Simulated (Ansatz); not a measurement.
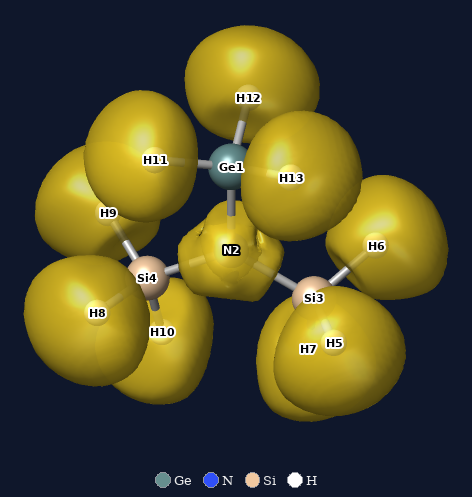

*GeH$_{9}$NSi$_{2}$ (SMILES [SiH3][N]([SiH3])[GeH3]). Isosurface of the ELF at 0.75 (yellow), seen at an oblique angle. Only the valence region is drawn (cores and ρ < 0.01 e/Å³ removed).*

Geometry: B3LYP/def2-SVP.

All numbers below come from isolated molecule in a Gaussian basis; Kohn-Sham density functional theory, functional PBE0 (Ansatz 0.2.0).

Input

```
crystal:
  periodic: [false, false, false]
  atoms:
    - symbol: Ge
      position_ang: [2.467861, 0.093142, 1.337080]
    - symbol: N
      position_ang: [0.818242, 0.785077, 0.772972]
    - symbol: Si
      position_ang: [-0.105197, 1.745601, 1.915978]
    - symbol: Si
      position_ang: [0.327780, 0.493286, -0.887206]
    - symbol: H
      position_ang: [0.461495, 3.116679, 2.104658]
    - symbol: H
      position_ang: [-0.105120, 1.081616, 3.254792]
    - symbol: H
      position_ang: [-1.506946, 1.877709, 1.427270]
    - symbol: H
      position_ang: [1.090162, 1.328079, -1.866323]
    - symbol: H
      position_ang: [0.567838, -0.937337, -1.246764]
    - symbol: H
      position_ang: [-1.122943, 0.803650, -1.030566]
    - symbol: H
      position_ang: [3.392650, 0.009244, 0.105854]
    - symbol: H
      position_ang: [2.276256, -1.309612, 1.951747]
    - symbol: H
      position_ang: [3.052687, 1.055807, 2.390463]
basis:
  gaussian:
    orbitals: def2-TZVPD
hamiltonian:
  xc: {name: PBE0}
output:
  forces: true
  orbitals: {seedname: orbitals}
```

Command:

```sh
ansatz run input.yaml --threads 2 --pin off --max-ram 4350MiB --events-out events.jsonl --progress --plain --runs-dir runs
```

Q: What do the ELF domains correspond to?

A: At this value the surface marks out nine regions around hydrogen nuclei and one region on N in which the atom's valence shell and bonds are merged.

Values along the shortest contacts:
Si–N (1.76 Å): the ELF peaks at about 0.90 between the atoms, as expected for a shared but strongly polarised pair. Ge–N (1.88 Å): the ELF peaks at about 0.85 in the valence shell of N, 0.7 Å from its nucleus, and is about 0.50 at the midpoint.
